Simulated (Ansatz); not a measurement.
**Ge (diamond structure), cut as [110] wire, round, centred on atom, 2.27 nm across**

Method: PBE (plane waves to 420 eV, PAW; Ansatz, an electronic-structure program).

k-points: Γ-centred 1×1×7 mesh; occupations: Fermi-Dirac, 0.020 eV; spin polarisation not allowed. No spin-orbit coupling.

 The relaxation kept the symmetry of its start, so a lower minimum of less symmetry isn't excluded. The period along the axis is held at the bulk value.

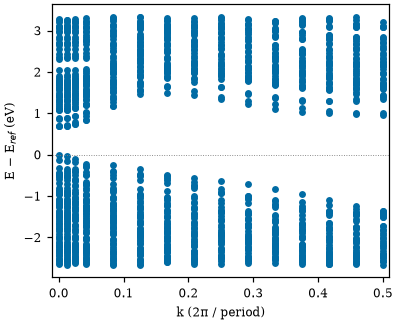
Levels along the axis at 15 k-points, drawn as points, zero at the top of the valence band

Electronic character: not metallic; Kohn-Sham band gap: 0.68 eV. Only levels within the plotted window are shown.
